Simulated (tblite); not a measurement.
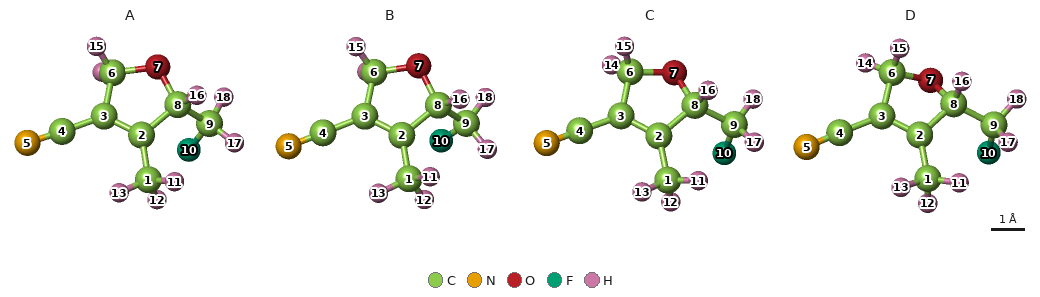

4 geometries from one relaxation of C7H8FNO, in shuffled order. A ball-and-stick model, seen at a tilt.

Level of theory: GFN2-xTB geometry optimisation, gas phase (tblite). 

### Put them in the order of the run, from the start to the converged end.

D, C, A, B. They are steps 0, 17, 40, 98, at +0.721 eV, +0.132 eV, +0.034 eV relative to the last. The atom that moves furthest after the best rigid fit is O7 (1.07 Å). Largest moves by element: O 1.07 Å, F 0.96 Å, H 0.87 Å, N 0.42 Å, C 0.40 Å. Among the contacts that change: C3–C4 1.450 → 1.402 Å, C8–C9 1.496 → 1.541 Å, O7–C8 1.379 → 1.416 Å, C1–H12 1.125 → 1.091 Å. Among the angles between lasting bonds that change: C6–O7–C8 100.6° → 109.8°, C2–C3–C6 104.2° → 109.8°, H14–C6–H15 114.0° → 108.8°. Groups turn about O7–C8 by about 65°, C6–O7 by about 60°, C2–C8 by about 40°. The energy falls by 0.721 eV in 98 geometry steps.
